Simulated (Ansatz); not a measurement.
System (SMILES): [SiH2] (SiH2) (closed-shell singlet).
Atoms: Si1, H2, H3. Bonds: Si1-H2, Si1-H3.

Basis-set convergence of the harmonic zero-point energy at CCSD(T) with Ansatz (an electronic-structure program). Each level at its own minimum, finite differences of forces, unscaled; the reference is a large set that could be run, not a limit. Cartesian d functions, on some or all atoms, in 6-311+G**; all else is spherical. Cores are frozen. Core-valence sets carry the plain set on hydrogen. A restricted Hartree-Fock determinant is unstable towards unrestricted orbitals. No added dispersion term, no relativity. Reference: the value in def2-QZVPP, 7.40 kcal/mol, itself unsure by roughly 0.03 kcal/mol (its mean distance from cc-pV(Q+d)Z, aug-cc-pV(T+d)Z, def2-TZVPPD). Deviations are taken from unrounded values. Cost is core time over that of 6-311+G**, rough, on shared machines of one kind.

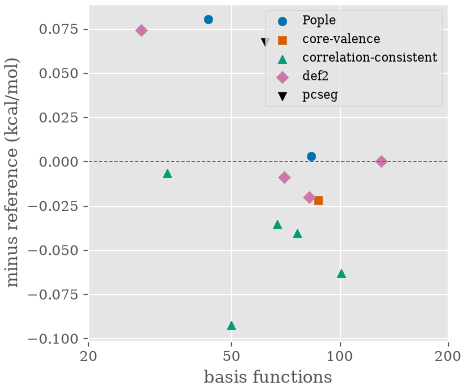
Figure: Deviation from the reference against the number of basis functions, by family of sets.

```csv
basis,functions,harmonic zero-point energy (kcal/mol),minus reference (kcal/mol),cost
def2-SVP,28,7.47,0.07,0.4×
cc-pV(D+d)Z,33,7.39,-0.01,0.6×
6-311+G**,43,7.48,0.08,1×
aug-cc-pV(D+d)Z,50,7.30,-0.09,2×
pcseg-2,62,7.46,0.07,2×
cc-pV(T+d)Z,67,7.36,-0.04,2×
def2-TZVPP,70,7.39,-0.01,3×
jun-cc-pV(T+d)Z,76,7.35,-0.04,5×
def2-TZVPPD,82,7.38,-0.02,5×
"6-311++G(3df,3pd)",83,7.40,0.00,5×
cc-pCVTZ,87,7.37,-0.02,7×
aug-cc-pV(T+d)Z,101,7.33,-0.06,10×
def2-QZVPP,130,7.40,0.00,30×
```
